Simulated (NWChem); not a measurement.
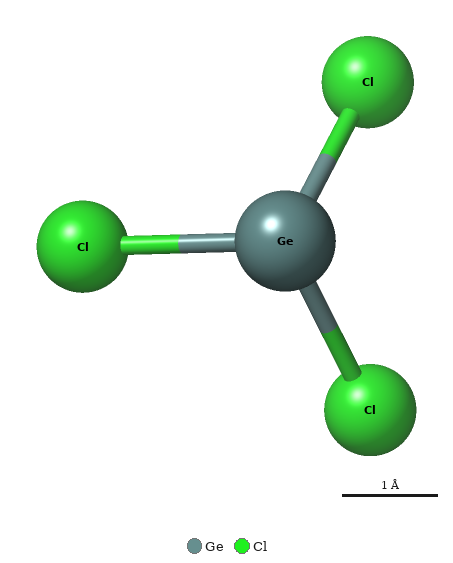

*The input geometry (ball-and-stick view, seen on its broad side). Sticks mark near contacts.*

Bond lengths as drawn: Cl–Ge 2.31 to 2.32 Å.

# Energy and gradient calculation of GeCl3 (charge −1) (part 1 of 2)

System: GeCl3, charge −1.
Method: HF/STO-3G, RHF (NWChem 7.3.0).

The geometry comes from this level: GFN2-xTB.

The program's output:
```
============================== echo of input deck ==============================
echo
start job
title "Cl3Ge"
memory 2200 mb
charge -1

geometry units bohr noautosym nocenter noautoz
  Ge    -0.05279895    -0.05519890     1.63036121
  Cl     3.79997467    -0.01867049    -0.44007942
  Cl    -1.80383807     3.33417608    -0.50752375
  Cl    -1.94335655    -3.26030669    -0.68275805
end

basis spherical bse
  * library STO-3G
end

scf
  singlet
  rhf
  thresh 1e-08
  maxiter 80
end

task scf gradient
================================================================================

             Northwest Computational Chemistry Package (NWChem) 7.3.0
             --------------------------------------------------------

           Job information
           ---------------

    nwchem branch   = 7.3.0
    use scalapack   = T
    input           = job.nw
    prefix          = job.
    data base       = ./job.db
    status          = startup
    nproc           =        1

           Memory information
           ------------------

    heap     =     72089598 doubles =      550.0 Mbytes
    stack    =     72089595 doubles =      550.0 Mbytes
    global   =    144179200 doubles =     1100.0 Mbytes (distinct from heap & stack)
    total    =    288358393 doubles =     2200.0 Mbytes
    verify   = yes
    hardfail = no

           Directory information
           ---------------------

  0 permanent = .
  0 scratch   = .

                                NWChem Input Module
                                -------------------

                                       Cl3Ge
                                       -----

                             Geometry "geometry" -> ""
                             -------------------------

 Output coordinates in a.u. (scale by  1.000000000 to convert to a.u.)

  No.       Tag          Charge          X              Y              Z
 ---- ---------------- ---------- -------------- -------------- --------------
    1 Ge                  32.0000    -0.05279895    -0.05519890     1.63036121
    2 Cl                  17.0000     3.79997467    -0.01867049    -0.44007942
    3 Cl                  17.0000    -1.80383807     3.33417608    -0.50752375
    4 Cl                  17.0000    -1.94335655    -3.26030669    -0.68275805

      Atomic Mass
      -----------

      Ge                73.921900
      Cl                34.968850

 Effective nuclear repulsion energy (a.u.)     504.7687619919

            Nuclear Dipole moment (a.u.)
            ----------------------------
        X                 Y               Z
 ---------------- ---------------- ----------------
    -0.7923055500    -0.8279835000    24.4554179800

            XYZ format geometry
            -------------------
     4
 geometry
 Ge                   -0.02794000    -0.02921000     0.86275006
 Cl                    2.01086014    -0.00988000    -0.23288002
 Cl                   -0.95455007     1.76437013    -0.26857002
 Cl                   -1.02838007    -1.72528013    -0.36130003

 ==============================================================================
                                internuclear distances
 ------------------------------------------------------------------------------
       center one      |      center two      | atomic units |       a.u.
 ------------------------------------------------------------------------------
    2 Cl               |   1 Ge               |     4.37401  |     4.37401
    3 Cl               |   1 Ge               |     4.37316  |     4.37316
    4 Cl               |   1 Ge               |     4.38149  |     4.38149
 ------------------------------------------------------------------------------
                         number of included internuclear distances:          3
 ==============================================================================

 ==============================================================================
                                 internuclear angles
 ------------------------------------------------------------------------------
        center 1       |       center 2       |       center 3       |  degrees
 ------------------------------------------------------------------------------
    2 Cl               |   1 Ge               |   3 Cl               |    96.59
    2 Cl               |   1 Ge               |   4 Cl               |    97.83
    3 Cl               |   1 Ge               |   4 Cl               |    97.82
 ------------------------------------------------------------------------------
                            number of included internuclear angles:          3
 ==============================================================================

 Summary of "ao basis" -> "" (spherical)
 ------------------------------------------------------------------------------
       Tag                 Description            Shells   Functions and Types
 ---------------- ------------------------------  ------  ---------------------
 *                           STO-3G                   on all atoms

                      Basis "ao basis" -> "ao basis" (spherical)
                      -----
  [basis functions not shown]

 Summary of "ao basis" -> "ao basis" (spherical)
 ------------------------------------------------------------------------------
       Tag                 Description            Shells   Functions and Types
 ---------------- ------------------------------  ------  ---------------------
 Ge                          STO-3G                  8       18   4s3p1d
 Cl                          STO-3G                  5        9   3s2p

                                 NWChem SCF Module
                                 -----------------

                                       Cl3Ge

  ao basis        = "ao basis"
  functions       =    45
  atoms           =     4
  closed shells   =    42
  open shells     =     0
  charge          =  -1.00
  wavefunction    = RHF
  input vectors   = atomic
  output vectors  = ./job.movecs
  use symmetry    = F
  symmetry adapt  = F

 Summary of "ao basis" -> "ao basis" (spherical)
 ------------------------------------------------------------------------------
       Tag                 Description            Shells   Functions and Types
 ---------------- ------------------------------  ------  ---------------------
 Ge                          STO-3G                  8       18   4s3p1d
 Cl                          STO-3G                  5        9   3s2p

 Forming initial guess at       0.0s

      Superposition of Atomic Density Guess
      -------------------------------------

 Sum of atomic energies:       -3415.27616162

 Renormalizing density from      83.00 to     84

      Non-variational initial energy
      ------------------------------

 Total energy =   -3439.453809
 1-e energy   =   -5853.884591
 2-e energy   =    1909.662020
 HOMO         =       0.193278
 LUMO         =       0.600056

 Starting SCF solution at       0.1s

 ----------------------------------------------
         Quadratically convergent ROHF

 Convergence threshold     :          1.000E-08
 Maximum no. of iterations :           80
 Final Fock-matrix accuracy:          1.000E-10
 ----------------------------------------------

              iter       energy          gnorm     gmax       time
             ----- ------------------- --------- --------- --------
                 1    -3415.5454369763  7.73D-01  3.32D-01      0.2
                 2    -3415.6294829076  8.57D-02  4.16D-02      0.3
                 3    -3415.6310439511  1.63D-03  7.91D-04      0.6
                 4    -3415.6310444195  2.23D-06  1.19D-06      1.1
                 5    -3415.6310444195  6.12D-10  3.21D-10      1.7

       Final RHF  results
       ------------------

         Total SCF energy =  -3415.631044419511
      One-electron energy =  -5800.161075466679
      Two-electron energy =   1879.761269055225
 Nuclear repulsion energy =    504.768761991943

        Time for solution =      1.5s

             Final eigenvalues
             -----------------

              1
    1 -400.3487
    2 -103.3797
    3 -103.3796
    4 -103.3789
    5  -50.1936
    6  -45.2565
    7  -45.2565
    8  -45.2557
    9  -10.0815
   10  -10.0813
   11  -10.0807
   12   -7.5245
   13   -7.5242
   14   -7.5236
   15   -7.5207
   16   -7.5206
   17   -7.5205
   18   -7.5204
   19   -7.5200
   20   -7.5199
   21   -6.2986
   22   -4.3384
   23   -4.3384
   24   -4.3336
   25   -0.7901
   26   -0.7604
   27   -0.7602
   28   -0.4755
   29   -0.4755
   30   -0.4695
   31   -0.4695
   32   -0.4694
   33   -0.3769
   34   -0.2279
   35   -0.2271
   36   -0.2058
   37   -0.1820
   38   -0.1815
   39   -0.1677
   40   -0.1638
   41   -0.1630
   42   -0.0578
   43    0.4687
   44    0.4711
   45    0.4868

                       ROHF Final Molecular Orbital Analysis
                       -------------------------------------

 Vector   25  Occ=2.000000D+00  E=-7.900693D-01
              MO Center=  2.4D-02,  4.5D-02, -1.7D-01, r^2= 4.2D+00
   Bfn.  Coefficient  Atom+Function         Bfn.  Coefficient  Atom+Function
  ----- ------------  ---------------      ----- ------------  ---------------
    24      0.543205  2 Cl s                 33      0.545525  3 Cl s
    42      0.524295  4 Cl s                 10      0.173559  1 Ge s
    20     -0.158783  2 Cl s                 29     -0.159452  3 Cl s
    38     -0.153303  4 Cl s

 Vector   26  Occ=2.000000D+00  E=-7.603863D-01
              MO Center= -6.8D-01, -7.1D-01, -2.6D-01, r^2= 3.7D+00
   Bfn.  Coefficient  Atom+Function         Bfn.  Coefficient  Atom+Function
  ----- ------------  ---------------      ----- ------------  ---------------
    42      0.824885  4 Cl s                 33     -0.484358  3 Cl s
    24     -0.312375  2 Cl s                 38     -0.236170  4 Cl s

 Vector   27  Occ=2.000000D+00  E=-7.601727D-01
              MO Center=  6.7D-01,  6.8D-01, -1.8D-01, r^2= 3.7D+00
   Bfn.  Coefficient  Atom+Function         Bfn.  Coefficient  Atom+Function
  ----- ------------  ---------------      ----- ------------  ---------------
    24      0.756170  2 Cl s                 33     -0.657392  3 Cl s
    20     -0.216439  2 Cl s                 29      0.188162  3 Cl s
```
